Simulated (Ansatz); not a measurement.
One crystal and one scan (scan of one atom of the cell) at two levels, PBE (plane waves to 420 eV, PAW, scalar-relativistic; Ansatz, a first-principles code) and r2SCAN (plane waves to 500 eV, PAW, scalar-relativistic; Ansatz), each from its own relaxed cell and on its own mesh. The cell shown is that of PBE.

Starting cell, CoSn (CoSn type, space group P6/mmm):

```xyz
6
Lattice="5.2940 0.0000 0.0000 -2.6470 4.5847 0.0000 0.0000 0.0000 4.2354" Properties=species:S:1:pos:R:3 pbc="T T T"
Co     2.6470     0.0000     0.0000
Co     1.3235     2.2924     0.0000
Co    -1.3235     2.2924     0.0000
Sn     0.0000     0.0000     0.0000
Sn     0.0000     3.0565     2.1177
Sn     2.6470     1.5282     2.1177
```

In this cell atom 2 (Co, nearest neighbour Sn at 2.612 Å; its periodic images, 4.2 Å or more away, move with it) is moved by s along Cartesian z, unit vector (0.000, 0.000, 1.000); all other atoms and the cell stay fixed.

Energies are smeared free energies. CoSn is run without spin polarisation. CoSn was relaxed with its symmetry unable to fall. With partly filled bands, energies and forces of such displacements shift with the k mesh and the smearing. Percentages come from the unrounded values. Both scans cover s from -0.260 to 0.260 Å.

```
quantity                                                            PBE  r2SCAN     PBE − r2SCAN
----------------------------------------------------------------  -----  ------  ---------------
Lattice constant a (Å)                                            5.294   5.242  +0.052 (+1.0 %)
Lattice constant c (Å)                                            4.235   4.188  +0.047 (+1.1 %)
Relaxed volume (Å³/atom)                                          17.13   16.61   +0.52 (+3.2 %)
Energy at s = 0.260 Å (meV/cell)                                    240     276      -36 (-13 %)
Force along the line at s = -0.260 Å (eV/Å)                       2.040   2.324   -0.284 (-12 %)
Force constant k = d²E/ds² at s = 0 (finite differences) (eV/Å²)   6.33    7.34    -1.01 (-14 %)
```

PBE gives the higher value for: lattice constant a; lattice constant c; relaxed volume. PBE gives the lower value for: energy at s = 0.260 Å; force along the line at s = -0.260 Å; force constant k = d²E/ds² at s = 0. Both give the same symmetry of the curve: even: the same for both signs.

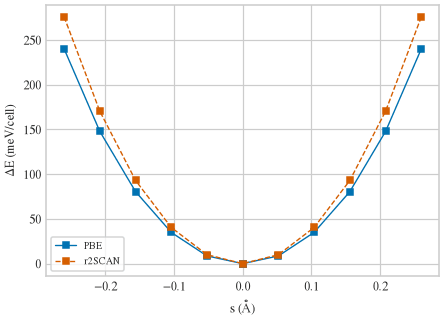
Fig. 1. ΔE, each from the undisplaced structure of its own level.

(A displaced cell: forces are minus the slopes of the energy, force constants its curvatures, and phonons follow from these.)
